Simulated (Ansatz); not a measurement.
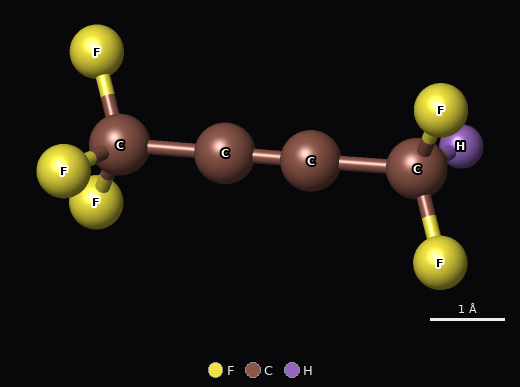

*The starting structure (ball-and-stick view, seen at a tilt).*

## Molecular dynamics, with input and output: C₄HF₅

The run: molecular dynamics of C₄HF₅, SMILES FC(F)C#CC(F)(F)F. Method and program: RKS r2SCAN, rpa/def2-SVP (Ansatz 0.2.0).

The geometry comes from this level: PBE0-D4/def2-TZVP.

## The input
```yaml
crystal:
  periodic: [false, false, false]
  atoms:
    - {symbol: F, position_ang: [2.798054, -0.319938, 0.428316]}
    - {symbol: C, position_ang: [1.919363, -0.564679, -0.567899]}
    - {symbol: F, position_ang: [1.959920, -1.885552, -0.847370]}
    - {symbol: C, position_ang: [0.569924, -0.178050, -0.155889]}
    - {symbol: C, position_ang: [-0.534749, 0.167794, 0.145137]}
    - {symbol: C, position_ang: [-1.887090, 0.583164, 0.523041]}
    - {symbol: F, position_ang: [-2.305911, -0.072138, 1.604883]}
    - {symbol: F, position_ang: [-2.751619, 0.342406, -0.463335]}
    - {symbol: F, position_ang: [-1.925771, 1.888533, 0.792916]}
    - {symbol: H, position_ang: [2.241079, -0.012541, -1.456900]}
basis:
  gaussian: {orbitals: def2-SVP}
hamiltonian: {xc: {name: r2SCAN}}
correlation: {method: rpa}
md: {timestep: 0.5 fs, n_steps: 20, ensemble: nve, temperature: 1000, initial_velocities: maxwell_boltzmann, seed: 765}
```

Machine: 4 threads of Arm Neoverse V1, 23 GiB of memory available, shared host.

Run as:
```bash
ansatz run in.yaml --threads 4 --pin off --events-out ev --progress --plain --max-ram 11315MiB
```

## Log
```
Error: forces are implemented only for Hartree–Fock and Kohn–Sham states of molecules, for MP2, coupled cluster and FCI on these and for active spaces without a correction or with SC-NEVPT2: ask for no forces
```

## What the run reported

| quantity | value |
| --- | --- |
| outcome | refused by the program |

## What went wrong

The program refused the input: “forces are implemented only for Hartree–Fock and Kohn–Sham states of molecules, for MP2, coupled cluster and FCI on these and for active spaces without a correction or with SC-NEVPT2: ask for no forces”
